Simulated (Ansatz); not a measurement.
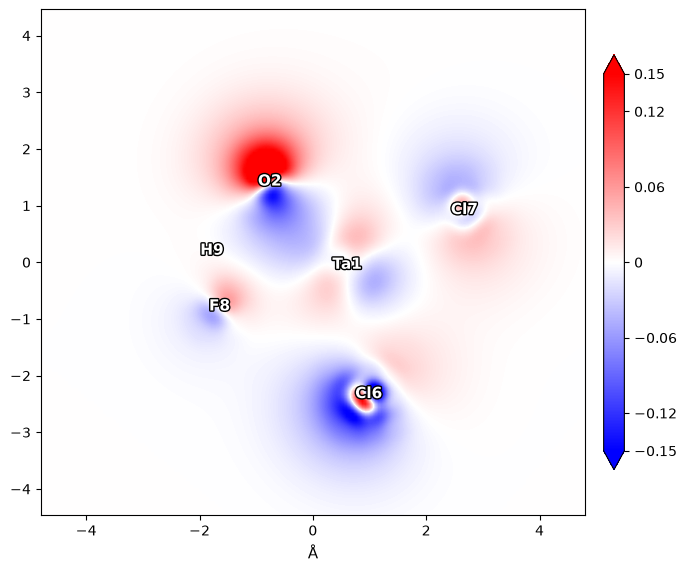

Figure 1: Cl$_{4}$FH$_{2}$OTa. The HOMO on the plane of atoms Ta1, F8 and H9 (values in Å⁻³ᐟ²; the overall sign is arbitrary).

Core potentials replace the inner electrons of Ta.

The calculation used Ansatz 0.2.0, RKS PBE-D4/def2-SVP.

```xyz
9

Ta    0.0025    0.0524    0.1062
O     1.9774   -0.2247    0.2898
H     2.2837   -0.7175    1.0779
Cl   -0.0331   -0.3358    2.4418
Cl    0.4379    0.6327   -2.1139
Cl   -1.7635    1.5366    0.2866
Cl   -0.9435   -1.9667   -0.3981
F     1.2384    2.0183    0.5671
H     1.9700    1.3493    0.5131
```

Describe this orbital and give its energy.

By Hirshfeld shares it lies mainly on Cl6 (about 35 %), Cl4 (about 30 %) and Cl5 (about 20 %); largely a combination of lone pairs on Cl6, Cl4 and Cl5. Its energy is −7.61 eV.
